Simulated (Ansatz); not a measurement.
System: ClH3O2Si···H2.

The calculation's input:

```
crystal:
  periodic: [false, false, false]
  atoms:
    - { symbol: Si, position_ang: [0.210967, -0.433462, -0.474747] }
    - { symbol: H, position_ang: [-0.207957, 0.374922, 2.043736] }
    - { symbol: H, position_ang: [1.189511, -0.177124, -1.568941] }
    - { symbol: O, position_ang: [-0.349128, 1.059712, -0.025547] }
    - { symbol: H, position_ang: [-1.246953, 1.036095, 0.364119] }
    - { symbol: O, position_ang: [-1.128542, -1.332429, -0.88716] }
    - { symbol: H, position_ang: [-1.040683, -2.291393, -0.716351] }
    - { symbol: Cl, position_ang: [1.267802, -1.571401, 0.96448] }
    - { symbol: H, position_ang: [-0.102717, -0.08412, 2.574311] }
basis:
  gaussian: { orbitals: "6-31G*" }
hamiltonian:
  xc: pbe
  dispersion: d4
relax:
  f_tol: 0.03
  max_steps: 50
output:
  orbitals: {}
```

Command:

```sh
ansatz run input.yaml --threads 1 --pin off --max-ram 2048MiB --backend cpu --events-out ev --progress --plain --runs-dir out
```

The fields are those of the run's last geometry, not of the input's.

The calculation used RKS PBE-D4/6-31G* (Ansatz 0.2.0).

### What will maps of the electron density and electron localisation function show?

Si–O (1.66 Å): ρ at the midpoint is about 1.1 e/Å³; the ELF peaks at about 0.85 between the atoms: a shared but strongly polarised pair.
Si–Cl (2.09 Å): ρ is about 0.84 e/Å³ halfway; the ELF peaks at about 0.90 between the atoms, as expected for a polar covalent bond.

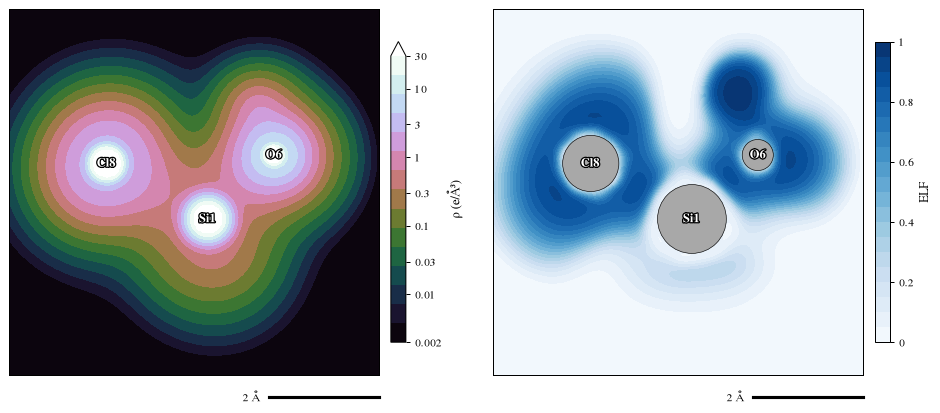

Computed electron density and electron localisation function on the plane of atoms O6, Si1 and Cl8, in this order. Grey discs cover the atomic cores in the ELF map. 
